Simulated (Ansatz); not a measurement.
# How KTlSO (model structure) absorbs and reflects light

Aim: the dielectric function of KTlSO (model structure), and the optical constants that follow from it. The cell was made here by substitution or stacking, whether or not such a phase is known. It was built so: 1 of the 2 O atoms of the cell replaced by S in the R-3m structure of KTlO2.

Method: DFT, PBE, plane-wave PAW, default files, scalar-relativistic, independent-particle optical response without local fields, in Ansatz 0.2.0.

## 1. Set-up

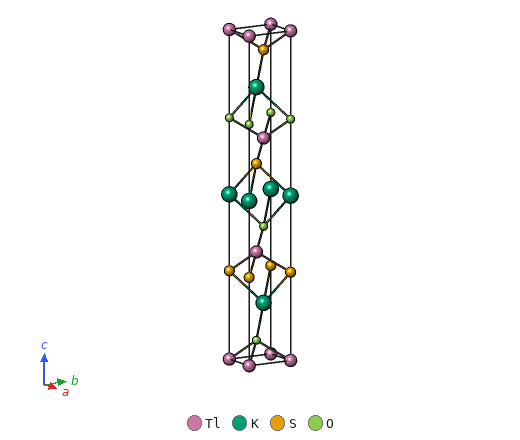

The cell as given, slightly off an axis (thallium pink, potassium teal, sulfur orange, oxygen green). This picture shows the conventional cell, with its axes. Bonds to atoms that aren't drawn are left out. Some periodic images of atoms are drawn too.

## 2. Relaxation

Spectra hang on bond lengths, so the cell is first brought to its minimum.

This step: DFT, PBE, plane-wave PAW, default files, scalar-relativistic, relaxation (Ansatz 0.2.0).

The input, input.yaml:

```yaml
crystal:
  lattice:
    - [1.85303163, 1.06984831, 6.5484663]
    - [-1.85303163, 1.06984831, 6.5484663]
    - [0.0, -2.13969662, 6.5484663]
  atoms:
    - { symbol: Tl, position: [0.0, 0.0, 0.0] }
    - { symbol: K, position: [0.5, 0.5, 0.5] }
    - { symbol: S, position: [0.26791574, 0.26791574, 0.26791574] }
    - { symbol: O, position: [0.73208426, 0.73208426, 0.73208426] }
kpoints:
  mp_grid: { grid: [7, 7, 7] }
scf:
  occupations: { method: fermi_dirac, width: 0.05 }
hamiltonian:
  xc: pbe
  pseudopotentials: { kind: paw }
output:
  forces: true
  stress: true
relax:
  f_tol: 0.02
  max_steps: 50
  cell: {}
```

The run is started by

```bash
$ ansatz run input.yaml --threads 4 --pin off --max-ram 8192MiB --backend cpu --events-out ev --progress --plain --runs-dir out
```

Numbers of over 12 decimals in the logs are rounded to 6 here.

The program printed:

```text
basis.fft_grid_basis auto: the FFT boxes are laid along the combinations [[1, 0, -1], [0, 1, -1], [0, 0, 1]] of the cell's own vectors, 3.706, 3.706 and 6.889 Å long. The dense box has 25×25×48 points. Along the cell's own vectors, as sized, it would have 48×48×48, 3.69 times as many. Of the 6 symmetry operations that the crystal satisfies within crystal.symmetry.tolerance (time reversal apart; of a slab, those that  [...]
Engine: ansatz 0.2.0, x86_64-unknown-linux-gnu
Pseudopotentials: kind: paw
Pseudopotential: Tl, paw, valence charge 13, recommended cutoff 420 eV (normal), Tl.paw.azcp
Pseudopotential: K, paw, valence charge 9, recommended cutoff 420 eV (normal), K.paw.azcp
Pseudopotential: S, paw, valence charge 6, recommended cutoff 420 eV (normal), S.paw.azcp
Pseudopotential: O, paw, valence charge 6, recommended cutoff 420 eV (normal), O.paw.azcp
Functional definition: PBE
  parameter kappa = 0.804
  parameter beta = 0.066725
  exchange = pbe_x(kappa = kappa, mu = beta*pi^2/3)
  correlation = pbe_c(beta = beta)
Crystal: 4 atoms, lattice volume = 77.893 Å³
Basis set: ecut = 420 eV, 1533 PW (Γ), FFT grids on a1−a3, a2−a3, a3, exchange–correlation on 50×50×96 points (8 copies of the dense FFT grid, shifted against one another)
Bands: 21, of which v1, the nominal top of the filled ones, is band 17 counted from 1 (16 counted from 0)
Symmetry: 6 space group operations
Space group: R3m (ITA 160), of the structure as read, at distance tolerance 4.3e-5 Å
k-points: 44 of 343 (time reversal used)
Non-local potential: Tl, projectors of the file, l = 0: 2, l = 1: 2, l = 2: 2, l = 3: 1
Non-local potential: K, projectors of the file, l = 0: 3, l = 1: 2, l = 2: 2
Non-local potential: S, projectors of the file, l = 0: 2, l = 1: 2, l = 2: 2
Non-local potential: O, projectors of the file, l = 0: 2, l = 1: 2, l = 2: 1
PAW form: soft (Blöchl's): semilocal exchange-correlation on the pseudo side does not see the compensation charge
PAW one-centre angular grid: Tl, 590 points (default); XC on 64 Gauss nodes
PAW one-centre angular grid: K, 110 points (default); XC on 64 Gauss nodes
PAW one-centre angular grid: S, 110 points (default); XC on 64 Gauss nodes
PAW one-centre angular grid: O, 110 points (default); XC on 64 Gauss nodes
Initial density: superposition of atomic densities (neutral atoms: chi_scale 0, normalization atom), corrected by the library's trained network
Initial wavefunctions: pseudopotential atomic-orbital guess
Functional: x = pbe(κ = 0.804, μ = 0.219515), c = pbe(β = 0.066725)
SCF iter   1: F=—  HF=-14451.152951 eV  |F-HF|=—  |Δ(HF+E_count)|=         —  Δρ=3.52e-3  dr2=1.15e-2  ethr=1.77e-3  ⟨swp⟩=6.5  Hψ=5160  notcnv=0
preconditioner: auto → Resta (q_TF=auto, 2.376 Å⁻¹)  ε∞=4.3  [insulator: Δε(μ)=1.125 eV  Ē_g=13.111 eV  σ=0.050 eV  W_gap=1.00  n_scr=22 (ndim 8)  ℏωp=23.8 eV  f_vac=0.035  D(μ)=0.00/eV (n_scr^D=0)  ε∞_Penn≈4.3]
SCF iter   2: F=—  HF=-14451.149430 eV  |F-HF|=—  |Δ(HF+E_count)|=   3.52e-3  Δρ=1.72e-3  dr2=2.29e-3  ethr=3.37e-5  ⟨swp⟩=1.3  Hψ=1327  notcnv=0
SCF iter   3: F=—  HF=-14451.148896 eV  |F-HF|=—  |Δ(HF+E_count)|=   5.34e-4  Δρ=3.28e-4  dr2=1.25e-4  ethr=6.74e-6  ⟨swp⟩=2.0  Hψ=1146  notcnv=0
SCF iter   4: F=—  HF=-14451.148897 eV  |F-HF|=—  |Δ(HF+E_count)|=   1.08e-6  Δρ=3.29e-4  dr2=9.15e-5  ethr=3.66e-7  ⟨swp⟩=2.0  Hψ=1628  notcnv=0
SCF iter   5: F=—  HF=-14451.148879 eV  |F-HF|=—  |Δ(HF+E_count)|=   1.82e-5  Δρ=1.12e-4  dr2=1.04e-5  ethr=2.69e-7  ⟨swp⟩=2.0  Hψ=1500  notcnv=0
SCF iter   6: F=—  HF=-14451.148880 eV  |F-HF|=—  |Δ(HF+E_count)|=   1.23e-6  Δρ=2.71e-5  dr2=6.35e-7  ethr=3.07e-8  ⟨swp⟩=2.0  Hψ=1124  notcnv=0
SCF iter   7: F=-14451.148881 eV  HF=-14451.148881 eV  |F-HF|=3.21e-8  |Δ(HF+E_count)|=   5.29e-7  Δρ=4.50e-6  dr2=1.92e-8  ethr=2.94e-10  ⟨swp⟩=4.6  Hψ=3403  notcnv=0
SCF 1 converged in 7 iterations: F = -14451.148881 eV  dr2 = 1.92e-8
  greatest PAW one-centre occupation: 0.988 electrons in one spin orbital (limit 2), on the K atom at site 1 (counted from 0), in its partial waves of l = 0
relax step   1: F+E_penalty+E_count = -14451.14888098 eV  Δ(F+E_penalty+E_count) = +0.000e0 eV  max|allowed force component| = 3.060e0 eV/Å  Δτ_max = 0.0000 Å  P = +8.318 GPa  Ω = 77.893 Å³  (7 SCF iters, dr2 threshold 1.00e-7 eV, accepted)
Crystal: 4 atoms, lattice volume = 81.168 Å³
Basis set: ecut = 420 eV, 1571 PW (Γ), FFT grids on a1−a3, a2−a3, a3, exchange–correlation on 50×50×96 points (8 copies of the dense FFT grid, shifted against one another)
Initial density: handed on by an earlier stage of this run
Initial wavefunctions: those handed on with the density
iter 1 solved again at ethr=1.17e-3 eV; its pass at ethr=3.10e-3 eV (dr2=3.97e-1 eV) is discarded
SCF iter   1: F=—  HF=-14451.837552 eV  |F-HF|=—  |Δ(HF+E_count)|=         —  Δρ=2.09e-2  dr2=3.97e-1  ethr=1.17e-3  ⟨swp⟩=1.0  Hψ=5864  notcnv=0
preconditioner: auto → Resta (q_TF=auto, 2.360 Å⁻¹)  ε∞=4.2  [insulator: Δε(μ)=0.226 eV  Ē_g=13.019 eV  σ=0.050 eV  W_gap=0.65  n_scr=22 (ndim 8)  ℏωp=23.3 eV  f_vac=0.036  D(μ)=0.11/eV (n_scr^D=0)  ε∞_Penn≈4.2]
SCF iter   2: F=—  HF=-14451.735419 eV  |F-HF|=—  |Δ(HF+E_count)|=   1.02e-1  Δρ=8.77e-3  dr2=4.76e-2  ethr=1.17e-3  ⟨swp⟩=2.1  Hψ=1554  notcnv=0
SCF iter   3: F=—  HF=-14451.727052 eV  |F-HF|=—  |Δ(HF+E_count)|=   8.37e-3  Δρ=5.72e-3  dr2=2.52e-2  ethr=1.40e-4  ⟨swp⟩=2.0  Hψ=1966  notcnv=0
SCF iter   4: F=—  HF=-14451.723585 eV  |F-HF|=—  |Δ(HF+E_count)|=   3.47e-3  Δρ=1.45e-3  dr2=1.87e-3  ethr=7.40e-5  ⟨swp⟩=2.1  Hψ=1339  notcnv=0
SCF iter   5: F=—  HF=-14451.723805 eV  |F-HF|=—  |Δ(HF+E_count)|=   2.19e-4  Δρ=3.07e-4  dr2=1.09e-4  ethr=5.50e-6  ⟨swp⟩=2.3  Hψ=1329  notcnv=0
SCF iter   6: F=—  HF=-14451.723812 eV  |F-HF|=—  |Δ(HF+E_count)|=   7.44e-6  Δρ=1.05e-4  dr2=9.60e-6  ethr=3.22e-7  ⟨swp⟩=2.1  Hψ=1388  notcnv=0
SCF iter   7: F=—  HF=-14451.723823 eV  |F-HF|=—  |Δ(HF+E_count)|=   1.09e-5  Δρ=2.25e-5  dr2=4.99e-7  ethr=2.82e-8  ⟨swp⟩=2.4  Hψ=1597  notcnv=0
SCF iter   8: F=-14451.723824 eV  HF=-14451.723823 eV  |F-HF|=4.17e-8  |Δ(HF+E_count)|=   3.53e-7  Δρ=6.48e-6  dr2=5.13e-8  ethr=1.18e-9  ⟨swp⟩=4.0  Hψ=3131  notcnv=0
SCF 2 converged in 8 iterations: F = -14451.723824 eV  dr2 = 5.13e-8
relax step   2: F+E_penalty+E_count = -14451.72382353 eV  Δ(F+E_penalty+E_count) = -5.749e-1 eV  max|allowed force component| = 3.583e-1 eV/Å  Δτ_max = 0.1908 Å  P = +2.230 GPa  Ω = 81.168 Å³  energy of the carried Pulay correction = -3.666e-3 eV  (8 SCF iters, dr2 threshold 4.00e-7 eV, accepted)
Crystal: 4 atoms, lattice volume = 83.541 Å³
Basis set: ecut = 420 eV, 1655 PW (Γ), FFT grids on a1−a3, a2−a3, a3, exchange–correlation on 50×50×96 points (8 copies of the dense FFT grid, shifted against one another)
iter 1 solved again at ethr=2.22e-4 eV; its pass at ethr=3.10e-3 eV (dr2=7.55e-2 eV) is discarded
SCF iter   1: F=—  HF=-14451.773387 eV  |F-HF|=—  |Δ(HF+E_count)|=         —  Δρ=5.52e-3  dr2=7.42e-2  ethr=2.22e-4  ⟨swp⟩=1.0  Hψ=5615  notcnv=0
preconditioner: auto → Resta (q_TF=auto, 2.349 Å⁻¹)  ε∞=4.2  [insulator: Δε(μ)=0.217 eV  Ē_g=12.862 eV  σ=0.050 eV  W_gap=0.78  n_scr=22 (ndim 8)  ℏωp=23.0 eV  f_vac=0.038  D(μ)=0.14/eV (n_scr^D=0)  ε∞_Penn≈4.2]
SCF iter   2: F=—  HF=-14451.762207 eV  |F-HF|=—  |Δ(HF+E_count)|=   1.12e-2  Δρ=4.32e-3  dr2=1.54e-2  ethr=2.18e-4  ⟨swp⟩=2.2  Hψ=1340  notcnv=0
SCF iter   3: F=—  HF=-14451.759644 eV  |F-HF|=—  |Δ(HF+E_count)|=   2.56e-3  Δρ=1.45e-3  dr2=4.02e-3  ethr=4.53e-5  ⟨swp⟩=2.0  Hψ=1770  notcnv=0
SCF iter   4: F=—  HF=-14451.759055 eV  |F-HF|=—  |Δ(HF+E_count)|=   5.89e-4  Δρ=6.12e-4  dr2=9.43e-4  ethr=1.18e-5  ⟨swp⟩=1.0  Hψ=964  notcnv=0
SCF iter   5: F=—  HF=-14451.758889 eV  |F-HF|=—  |Δ(HF+E_count)|=   1.66e-4  Δρ=1.49e-4  dr2=4.98e-5  ethr=2.77e-6  ⟨swp⟩=2.4  Hψ=1234  notcnv=0
SCF iter   6: F=—  HF=-14451.758867 eV  |F-HF|=—  |Δ(HF+E_count)|=   2.19e-5  Δρ=3.56e-5  dr2=1.76e-6  ethr=1.47e-7  ⟨swp⟩=2.1  Hψ=1596  notcnv=0
SCF iter   7: F=-14451.758868 eV  HF=-14451.758868 eV  |F-HF|=3.73e-8  |Δ(HF+E_count)|=   1.12e-6  Δρ=6.30e-6  dr2=5.12e-8  ethr=1.18e-9  ⟨swp⟩=4.0  Hψ=3273  notcnv=0
SCF 3 converged in 7 iterations: F = -14451.758868 eV  dr2 = 5.12e-8
relax step   3: F+E_penalty+E_count = -14451.75886818 eV  Δ(F+E_penalty+E_count) = -3.504e-2 eV  max|allowed force component| = 2.701e-1 eV/Å  Δτ_max = 0.0498 Å  P = +0.521 GPa  Ω = 83.541 Å³  energy of the carried Pulay correction = -6.230e-3 eV  (7 SCF iters, dr2 threshold 4.00e-7 eV, accepted)
[...]
relax step   4: F+E_penalty+E_count = -14451.76854808 eV  Δ(F+E_penalty+E_count) = -9.680e-3 eV  max|allowed force component| = 6.578e-2 eV/Å  Δτ_max = 0.0338 Å  P = -0.127 GPa  Ω = 84.261 Å³  energy of the carried Pulay correction = -6.992e-3 eV  (6 SCF iters, dr2 threshold 4.00e-7 eV, accepted)
[...]
relax step   5: F+E_penalty+E_count = -14451.77026544 eV  Δ(F+E_penalty+E_count) = -1.717e-3 eV  max|allowed force component| = 1.696e-2 eV/Å  Δτ_max = 0.0235 Å  P = +0.040 GPa  Ω = 84.090 Å³  energy of the carried Pulay correction = -6.812e-3 eV  (7 SCF iters, dr2 threshold 2.70e-7 eV, accepted)
[...]
relax step   6: F+E_penalty+E_count = -14451.77026355 eV  Δ(F+E_penalty+E_count) = +1.886e-6 eV  max|allowed force component| = 2.881e-3 eV/Å  Δτ_max = 0.0027 Å  P = +0.010 GPa  Ω = 84.127 Å³  energy of the carried Pulay correction = -6.851e-3 eV  (6 SCF iters, dr2 threshold 8.16e-9 eV, accepted)
[...]
relax step   7: F+E_penalty+E_count = -14451.78028126 eV  Δ(F+E_penalty+E_count) = -1.002e-2 eV  max|allowed force component| = 2.692e-3 eV/Å  Δτ_max = 0.0000 Å  P = +0.173 GPa  Ω = 84.127 Å³  stress off target by 2.22e-1 GPa  SCF on the basis re-selected at this cell (its energy is not comparable with the rows above)  (7 SCF iters)
[...]
relax step   8: F+E_penalty+E_count = -14451.78018004 eV  Δ(F+E_penalty+E_count) = +1.012e-4 eV  max|allowed force component| = 5.257e-3 eV/Å  Δτ_max = 0.0033 Å  P = +0.032 GPa  Ω = 84.408 Å³  energy of the carried Pulay correction = -2.965e-4 eV  (6 SCF iters, dr2 threshold 1.23e-7 eV, accepted)
[...]
relax step   9: F+E_penalty+E_count = -14451.78014026 eV  Δ(F+E_penalty+E_count) = +3.978e-5 eV  max|allowed force component| = 2.591e-4 eV/Å  Δτ_max = 0.0002 Å  P = +0.001 GPa  Ω = 84.451 Å³  energy of the carried Pulay correction = -3.446e-4 eV  (5 SCF iters, dr2 threshold 7.17e-9 eV, accepted)
iter 1 solved again at ethr=4.59e-8 eV; its pass at ethr=3.10e-3 eV (dr2=1.56e-5 eV) is discarded
SCF iter   1: F=—  HF=-14451.780473 eV  |F-HF|=—  |Δ(HF+E_count)|=         —  Δρ=2.89e-5  dr2=4.62e-8  ethr=4.59e-8  ⟨swp⟩=3.2  Hψ=7308  notcnv=0
preconditioner: auto → Resta (q_TF=auto, 2.344 Å⁻¹)  ε∞=4.2  [insulator: Δε(μ)=0.199 eV  Ē_g=12.792 eV  σ=0.050 eV  W_gap=0.59  n_scr=22 (ndim 8)  ℏωp=22.9 eV  f_vac=0.040  D(μ)=0.07/eV (n_scr^D=0)  ε∞_Penn≈4.2]
SCF iter   2: F=—  HF=-14451.780446 eV  |F-HF|=—  |Δ(HF+E_count)|=   2.70e-5  Δρ=1.48e-5  dr2=3.16e-8  ethr=1.36e-10  ⟨swp⟩=2.0  Hψ=1668  notcnv=0
SCF iter   3: F=—  HF=-14451.780449 eV  |F-HF|=—  |Δ(HF+E_count)|=   2.69e-6  Δρ=7.73e-6  dr2=1.26e-8  ethr=9.31e-11  ⟨swp⟩=2.0  Hψ=1134  notcnv=0
SCF iter   4: F=—  HF=-14451.780449 eV  |F-HF|=—  |Δ(HF+E_count)|=   7.37e-7  Δρ=5.06e-7  dr2=1.92e-10  ethr=3.70e-11  ⟨swp⟩=2.0  Hψ=1615  notcnv=0
SCF iter   5: F=—  HF=-14451.780449 eV  |F-HF|=—  |Δ(HF+E_count)|=  2.22e-10  Δρ=2.16e-7  dr2=4.24e-11  ethr=1.00e-12  ⟨swp⟩=4.0  Hψ=3260  notcnv=0
SCF iter   6: F=-14451.780449 eV  HF=-14451.780449 eV  |F-HF|=3.64e-12  |Δ(HF+E_count)|=  2.82e-10  Δρ=4.00e-8  dr2=1.39e-12  ethr=1.00e-12  ⟨swp⟩=4.0  Hψ=3246  notcnv=0
SCF 10 converged in 6 iterations: F = -14451.780449 eV  dr2 = 1.39e-12
relax step  10: F+E_penalty+E_count = -14451.78044928 eV  Δ(F+E_penalty+E_count) = -3.090e-4 eV  max|allowed force component| = 2.333e-4 eV/Å  Δτ_max = 0.0000 Å  P = +0.004 GPa  Ω = 84.451 Å³  stress off target by 8.97e-3 GPa  SCF on the basis re-selected at this cell (its energy is not comparable with the rows above)  (6 SCF iters)
basis re-selected at this cell: Δ(F+E_penalty+E_count) = -3.090e-4 eV, ΔP = +0.003 GPa vs the last step (what re-selecting the basis moved, of the pressure what is left beyond the Pulay correction that the steps carried, after the strain that the cell walked since its last selection, with what the two solves' SCF thresholds leave and, on support functions, any second-order correction that the steps lacked; it is no m [...]
SCF converged after 6 iterations
Free energy (F): -14451.780449 eV
Harris-Foulkes:  -14451.780449 eV  (|F-HF|=3.64e-12)
Internal energy: -14451.779613 eV  (E = F + TS)
E sigma→0 (E₀):  -14451.780031 eV
Entropy (-TS):   -0.000836 eV (-0.209 meV/atom)
Fermi energy:    6.621235 eV
--- Per-component energies (eV) ---
  E_band       = -99.845030
  E_kinetic    = 872.633679
  E_local      = -2129.415614  (includes V_loc(G=0)·N_el)
  E_nonlocal   = 407.979377
  E_hartree    = 793.844865
  E_xc         = -533.600053
  E_vxc        = -485.013279  (∫ρ·V_xc dr)
  E_paw        = -11711.697024  (= ΣΔE_a)
  E_vpaw       = -353.721302  (= ΣTr[D̂ρ^β])
  E_aug_tail   = 0.002371  (compensation charges beyond the density's cutoff)
  E_ewald      = -2151.527215
  E_smearing   = -0.000836  (= −TS)
  E_closure    = 0.000000  (closes the sum)
  Σ components = -14451.780449   (vs F -14451.780449, Δ=0.00e0)
--- Forces (eV/Å), atoms counted from 1 ---
  atom   1  Tl    -0.00000000     0.00000000    -0.00008886
  atom   2  K      0.00000000    -0.00000000     0.00013760
  atom   3  S      0.00000000    -0.00000000    -0.00023312
  atom   4  O      0.00000000     0.00000000     0.00018517
  max |Σ_I F_I| component: 7.90e-7 eV/Å
--- Stress (GPa, compression-positive) ---
        0.001125       0.000000      -0.000000
        0.000000       0.001125       0.000000
       -0.000000       0.000000       0.008970
  P = ⅓ Tr σ = 0.0037 GPa (0.037 kbar)
--- Relaxed structure (8 steps of the walk, 8 accepted, 2 SCFs on fresh bases) ---
  F+E_penalty+E_count = -14451.78044928 eV   max|allowed force component| = 2.333e-4 eV/Å   (the final SCF, on the basis selected at the relaxed cell)
  cell:  # Å, volume = 84.4514 Å³
    - [1.893520, 1.093224, 6.799490]
    - [-1.893520, 1.093224, 6.799490]
    - [0, -2.186449, 6.799490]
  atoms:
    - { symbol: Tl, position: [0.010111, 0.010111, 0.010111] }
    - { symbol: K, position: [0.485694, 0.485694, 0.485694] }
    - { symbol: S, position: [0.268564, 0.268564, 0.268564] }
    - { symbol: O, position: [0.735631, 0.735631, 0.735631] }
```

It took 15 s on 4 threads of AMD EPYC 7B13 (Zen 3), shared host; peak memory 0.55 GiB; 51 s of CPU time.

Relaxation path:

| step | energy less that of the first step (eV) | largest force component (eV/Å) | pressure (GPa) | volume (Å³) |
| --- | --- | --- | --- | --- |
| 1 | 0.0000 | 3.0601 | 8.32 | 77.89 |
| 2 | -0.5749 | 0.3583 | 2.23 | 81.17 |
| 3 | -0.6100 | 0.2701 | 0.52 | 83.54 |
| 4 | -0.6197 | 0.0658 | -0.13 | 84.26 |
| 5 | -0.6214 | 0.0170 | 0.04 | 84.09 |
| 6 | -0.6214 | 0.0029 | 0.01 | 84.13 |
| 7* | -0.6314 | 0.0027 | 0.17 | 84.13 |
| 8 | -0.6313 | 0.0053 | 0.03 | 84.41 |
| 9 | -0.6313 | 0.0003 | 0.00 | 84.45 |
| 10* | -0.6316 | 0.0002 | 0.00 | 84.45 |

Relaxation steps marked * repeat the geometry before them on a plane-wave basis chosen anew for their cell, so energy and pressure can jump there.

Forces are held to the 6 operations that the run works with; a distortion that breaks them can't arise in this run.

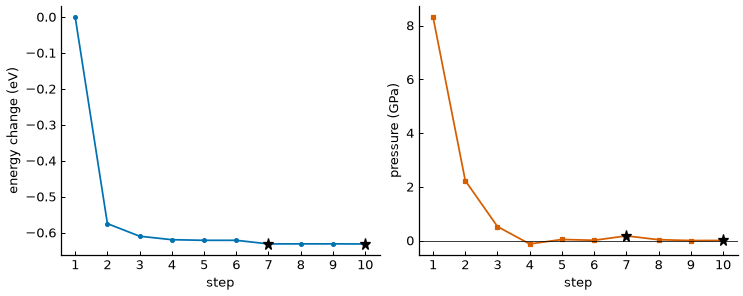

Energy and pressure along the relaxation. Stars mark steps on a basis chosen anew.

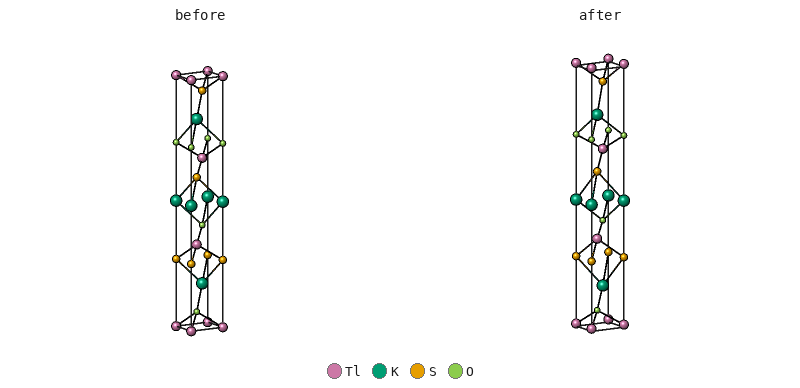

The structure before and after the relaxation, drawn at the same scale. Bonds to atoms that aren't drawn are left out.

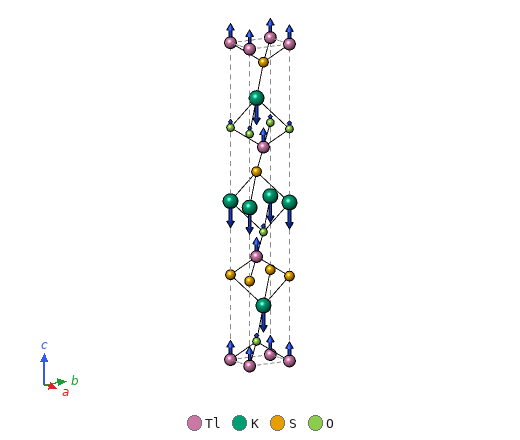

Displacements in the relaxation, exaggerated, measured against the changing cell; the longest in the cell stands for 0.29 Å. Bonds to atoms that aren't drawn are left out. Some periodic images of atoms are drawn too.

| conventional cell, symmetrised | before | after | change |
| --- | --- | --- | --- |
| a (Å) | 3.706 | 3.787 | +2.2 % |
| b (Å) | 3.706 | 3.787 | +2.2 % |
| c (Å) | 19.645 | 20.398 | +3.8 % |
| volume (Å³/atom) | 19.47 | 21.11 | +8.4 % |

The atoms that moved most (Å, as changes of fractional coordinates times the final cell):

| atom | dx | dy | dz | length |
| --- | --- | --- | --- | --- |
| K2 | 0.000 | 0.000 | -0.292 | 0.292 |
| Tl1 | 0.000 | 0.000 | 0.206 | 0.206 |
| O4 | 0.000 | 0.000 | 0.072 | 0.072 |
| S3 | 0.000 | 0.000 | 0.013 | 0.013 |

Final coordinates:

```xyz
4
Lattice="1.8935 1.0932 6.7995 -1.8935 1.0932 6.7995 0.0000 -2.1864 6.7995" Properties=species:S:1:pos:R:3 pbc="T T T"
Tl    0.0000    0.0000    0.2062
K     0.0000    0.0000    9.9074
S     0.0000    0.0000    5.4783
O     0.0000    0.0000   15.0057
```

The relaxation ends with a largest force component of 2.3e-4 eV/Å and a pressure of 0.00 GPa.

(Continued in part 2 of 2.)

[Logs are printed without paths, hosts, clocks, repeated set-up lines and the standing remarks that a program may print on its own settings, such as how far it seeks lower states.]

[Hosts, paths, dates, database ids (printed as entryN), source tags and the programs' standing remarks are cut or masked in the printed files.]
